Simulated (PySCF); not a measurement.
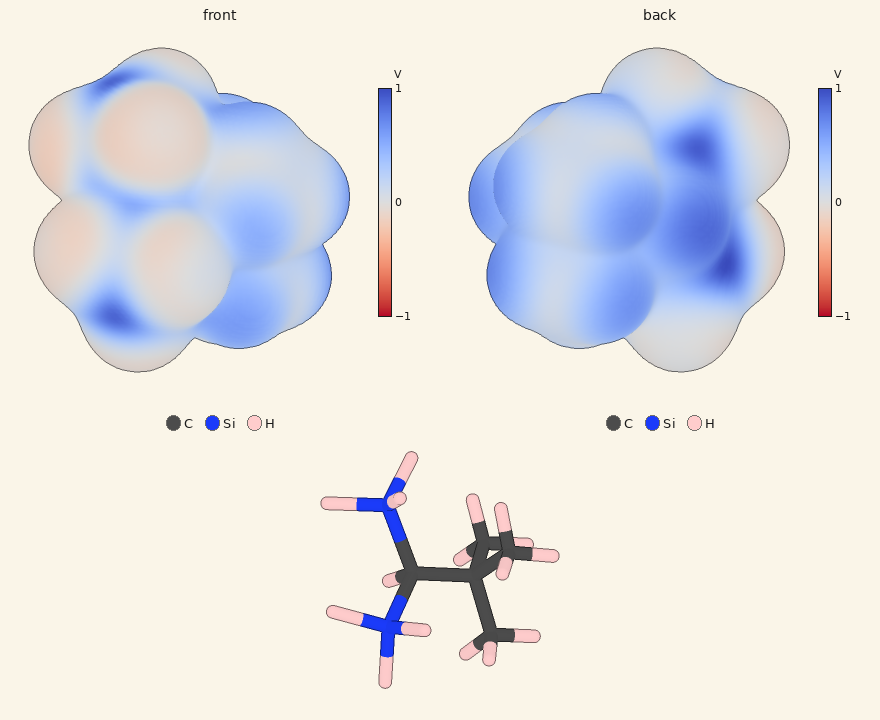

*C5H16Si2 (SMILES CC(C)(C)C([SiH3])[SiH3]). The electrostatic potential painted on the density surface at 0.002 e/bohr³, seen from the front and from behind; red is negative and blue positive. The bare structure is drawn below in the same view.*

Geometry: PBE0-D3(BJ)/def2-SVP.

The calculation used PBE0/pcSseg-1, SCF density, gas phase, non-relativistic in PySCF 2.14.0.

```yaml
atoms:
  - { symbol: C, position_ang: [-1.2491, -1.5313, 0.1027] }
  - { symbol: C, position_ang: [-0.7355, -0.0922, 0.2166] }
  - { symbol: C, position_ang: [-1.2139, 0.7045, -1.0005] }
  - { symbol: C, position_ang: [-1.3227, 0.5270, 1.4889] }
  - { symbol: C, position_ang: [0.8211, -0.0767, 0.3050] }
  - { symbol: Si, position_ang: [1.7300, -1.2414, -0.8877] }
  - { symbol: Si, position_ang: [1.6476, 1.6257, 0.1541] }
  - { symbol: H, position_ang: [-0.9337, -2.0061, -0.8409] }
  - { symbol: H, position_ang: [-0.8820, -2.1545, 0.9337] }
  - { symbol: H, position_ang: [-2.3501, -1.5526, 0.1252] }
  - { symbol: H, position_ang: [-0.9436, 1.7703, -0.9213] }
  - { symbol: H, position_ang: [-0.7816, 0.3158, -1.9355] }
  - { symbol: H, position_ang: [-2.3103, 0.6526, -1.0903] }
  - { symbol: H, position_ang: [-2.4236, 0.5251, 1.4500] }
  - { symbol: H, position_ang: [-1.0147, -0.0401, 2.3820] }
  - { symbol: H, position_ang: [-0.9972, 1.5695, 1.6220] }
  - { symbol: H, position_ang: [1.1152, -0.4414, 1.3089] }
  - { symbol: H, position_ang: [1.5946, -2.6778, -0.4955] }
  - { symbol: H, position_ang: [1.2365, -1.0852, -2.2910] }
  - { symbol: H, position_ang: [3.1875, -0.8999, -0.8741] }
  - { symbol: H, position_ang: [3.0170, 1.5477, 0.7485] }
  - { symbol: H, position_ang: [0.8932, 2.7052, 0.8646] }
  - { symbol: H, position_ang: [1.7899, 2.0325, -1.2793] }
```

Describe the electrostatic potential map.

Answer. The most negative region (about −0.1 V) lies over H20, H21 and H23, the most positive (about +0.9 V) over Si6 and Si7.

How polar is the molecule by this calculation?

Answer. Its dipole moment is 1.29 D.
